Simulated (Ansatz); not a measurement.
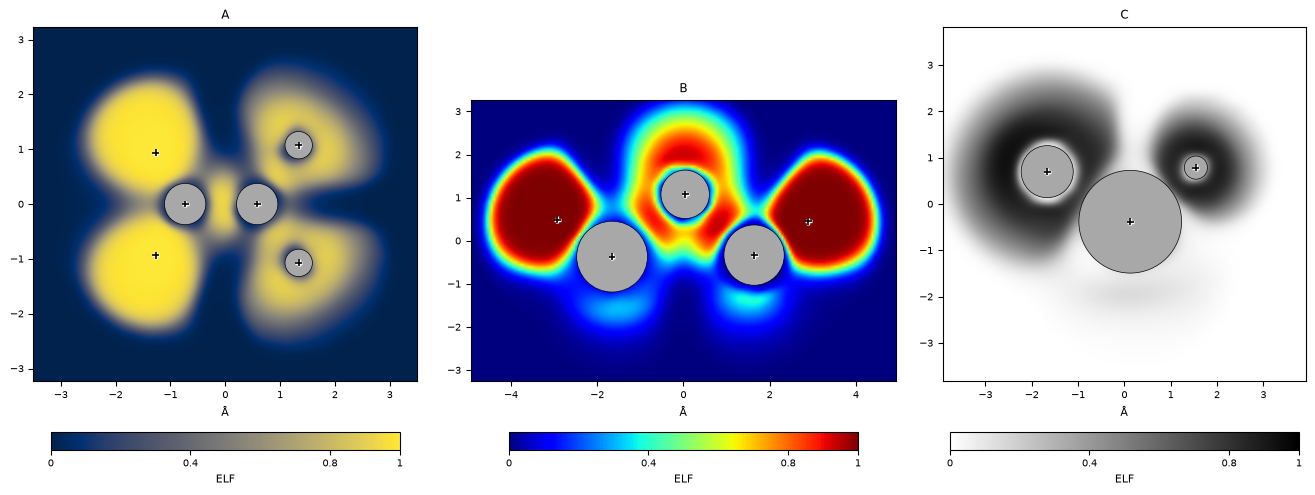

The electron localisation function of 3 systems, each on a plane through atoms (crosses mark nuclei in the plane; grey discs cover the cores).

Computed with Ansatz, isolated molecule in a Gaussian basis; Hartree-Fock.

System 1: GeH$_{6}$SSi, the plane of atoms S2, Ge3 and H7. Geometry: PBE0-D4/def2-TZVP.

```xyz
9

Si   -0.6903    1.1657   -0.9130
S     1.2955    0.5044   -0.5127
Ge    0.8008   -1.1558    0.8865
H    -1.5042    0.0782   -1.5169
H    -0.5734    2.2972   -1.8644
H    -1.3650    1.6189    0.3317
H     2.1453   -1.7747    1.2842
H    -0.0887   -2.1849    0.1720
H     0.0685   -0.5954    2.1155
```

System 2: C$_{2}$H$_{2}$F$_{2}$, the molecular plane. Geometry: PBE0-D4/def2-TZVP.

```tsv
atom	x (Å)	y (Å)	z (Å)
C	-0.1159	0.4710	-0.5444
C	0.1050	-0.3946	0.4201
F	-0.4549	-0.3636	1.6076
F	0.9192	-1.4221	0.3430
H	0.3942	0.3606	-1.4884
H	-0.8056	1.2848	-0.3842
```

System 3: FHMoOS$_{2}$, the plane of atoms F3, Mo2 and S5. Geometry: PBE0-D4/def2-TZVP; core potentials replace the inner electrons of Mo.

```xyz
6

O    -1.1371    0.4251    0.8507
Mo    0.2389   -0.2926   -0.1585
F     1.4113   -1.2455    0.8865
S    -0.6007   -1.5516   -1.6048
S     1.2681    1.2485   -1.1311
H    -1.1384    1.3520    1.1110
```

**Which map belongs to which system?**

Panel A is system 2, C$_{2}$H$_{2}$F$_{2}$: the plane holds C, F and H. C–F (1.31 Å): the ELF peaks at about 0.90 between the atoms (a shared but strongly polarised pair). Panel B is system 1, GeH$_{6}$SSi: the plane holds Si, S, Ge and H. Si–S (2.13 Å): the ELF peaks at about 0.95 between the atoms; localised, covalent bonding. Panel C is system 3, FHMoOS$_{2}$: the plane holds Mo, F and S. Mo–F (1.84 Å): the ELF peaks at about 0.85 in the valence shell of F, 0.5 Å from its nucleus, and drops to about 0.20 between the two atoms.
